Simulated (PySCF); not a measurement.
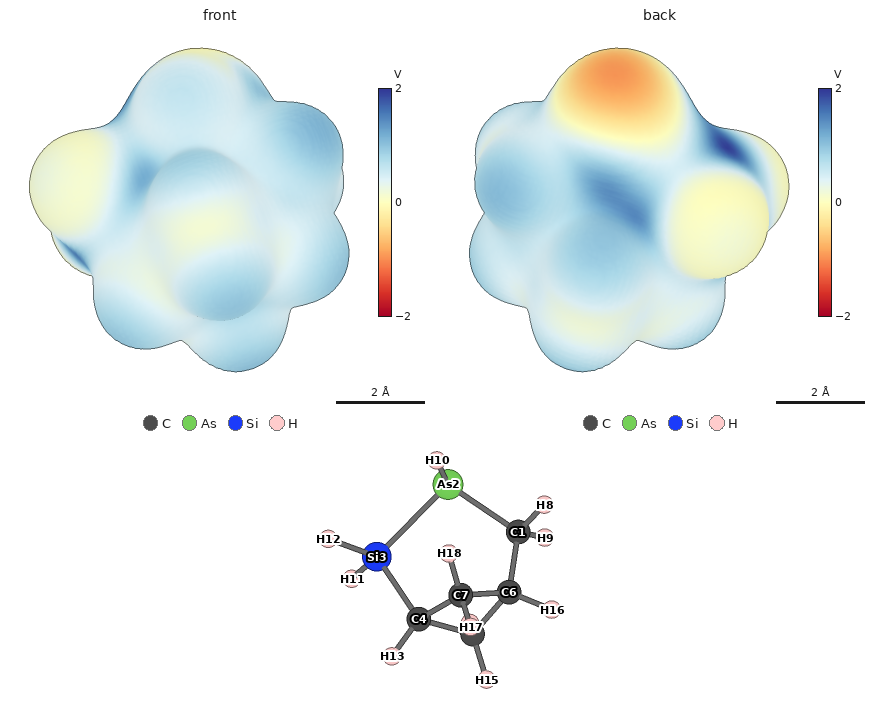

Figure 1: C5H11AsSi. The electrostatic potential painted on the density surface at 0.004 e/bohr³, seen from the front and from behind; red is negative and blue positive. The bare structure is drawn below in the same view.

Geometry: GFN2-xTB.

Computed with CAM-B3LYP/def2-SVPD, SCF density, gas phase in PySCF.

```json
{"atom": "C", "x (Å)": "1.6291", "y (Å)": "0.5287", "z (Å)": "-0.4353"}
{"atom": "As", "x (Å)": "0.4950", "y (Å)": "2.1736", "z (Å)": "-0.5670"}
{"atom": "Si", "x (Å)": "-1.5807", "y (Å)": "1.1607", "z (Å)": "-0.2368"}
{"atom": "C", "x (Å)": "-1.1426", "y (Å)": "-0.6286", "z (Å)": "0.2269"}
{"atom": "C", "x (Å)": "-0.2065", "y (Å)": "-1.2081", "z (Å)": "-0.8449"}
{"atom": "C", "x (Å)": "0.9876", "y (Å)": "-0.7752", "z (Å)": "0.0170"}
{"atom": "C", "x (Å)": "0.0349", "y (Å)": "-0.6487", "z (Å)": "1.2137"}
{"atom": "H", "x (Å)": "2.4660", "y (Å)": "0.7739", "z (Å)": "0.2288"}
{"atom": "H", "x (Å)": "2.0640", "y (Å)": "0.3664", "z (Å)": "-1.4302"}
{"atom": "H", "x (Å)": "0.5798", "y (Å)": "2.5170", "z (Å)": "0.9013"}
{"atom": "H", "x (Å)": "-2.4041", "y (Å)": "1.1236", "z (Å)": "-1.4580"}
{"atom": "H", "x (Å)": "-2.3820", "y (Å)": "1.7588", "z (Å)": "0.8428"}
{"atom": "H", "x (Å)": "-1.9965", "y (Å)": "-1.2502", "z (Å)": "0.4952"}
{"atom": "H", "x (Å)": "-0.2610", "y (Å)": "-0.7628", "z (Å)": "-1.8427"}
{"atom": "H", "x (Å)": "-0.2822", "y (Å)": "-2.2911", "z (Å)": "-0.9418"}
{"atom": "H", "x (Å)": "1.7718", "y (Å)": "-1.5323", "z (Å)": "0.1285"}
{"atom": "H", "x (Å)": "0.0473", "y (Å)": "-1.5345", "z (Å)": "1.8481"}
{"atom": "H", "x (Å)": "0.1713", "y (Å)": "0.2351", "z (Å)": "1.8427"}
```

> Where is the surface potential most negative and most positive?

The most negative region (about −0.9 V) lies over As2, the most positive (about +1.6 V) over Si3.
